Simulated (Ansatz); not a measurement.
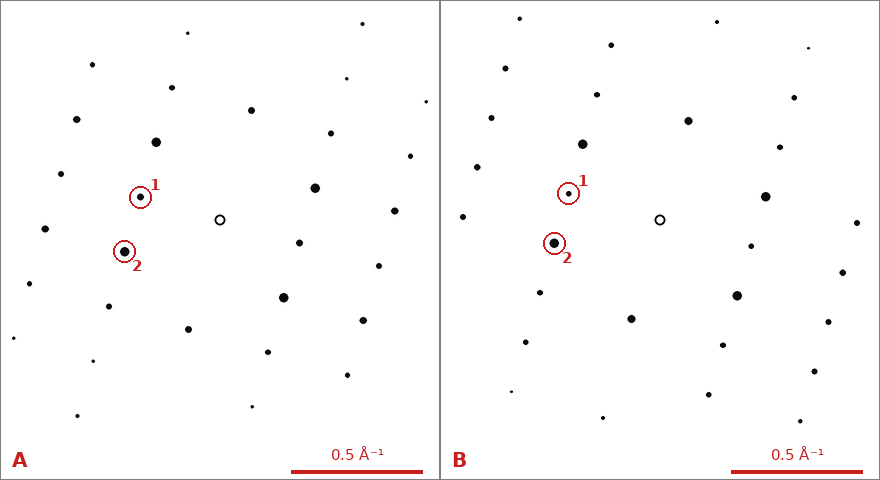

Kinematic electron diffraction patterns (300 kV, B = 0.5 Å², same scale) along [011] of the run's own cell, for the start and the end of one relaxation of Re2F with DFT PBE, scalar-relativistic, plane waves, PAW in Ansatz. k mesh 8×8×12. The start is a generated model structure, and the relaxation ends in the nearest stationary point of its symmetry, not necessarily the ground state. Spot 1 is 0 -1 1 and spot 2 is 1 -1 1 in both.

Start structure:

```
Re F
1.0
     5.06329    0.00000    0.00000
     0.00000    5.06329    0.00000
     0.00000    0.00000    3.26127
Re F
4 2
Cartesian
  1.5494 1.5494 0.0000
  0.9823 4.0810 1.6306
  3.5139 3.5139 0.0000
  4.0810 0.9823 1.6306
  0.0000 0.0000 0.0000
  2.5316 2.5316 1.6306
```

Q: Which pattern belongs to the start structure, and which to the relaxed one?

A: B is the start: its cell gives d(1) = 2.742 Å, d(2) = 2.411 Å and an angle of 28.4°. A is the relaxed structure, with d(1) = 3.153 Å (+15.0 %), d(2) = 2.598 Å (+7.8 %) and 34.5°.

Q: Name reflections whose intensity changes strongly on relaxation.

A: 0 1 -1 goes from 9.6 to 28 % of the strongest spot; 1 2 -2 goes from 15 to 31 % of the strongest spot; 2 0 0 goes from 61 to 30 % of the strongest spot.

Q: Summarise the relaxation behind the change.

A: The volume changed by +9.2 % to 15.22 Å³ an atom; with the mean shift removed, the atoms moved by up to 0.13 Å relative to the cell (Re most); the space group stayed P4_2/mnm (No. 136); the free energy fell by 580 meV an atom. Relaxed cell: a = 4.585 Å, b = 4.585 Å, c = 4.344 Å, α = 90.00°, β = 90.00°, γ = 90.00°.
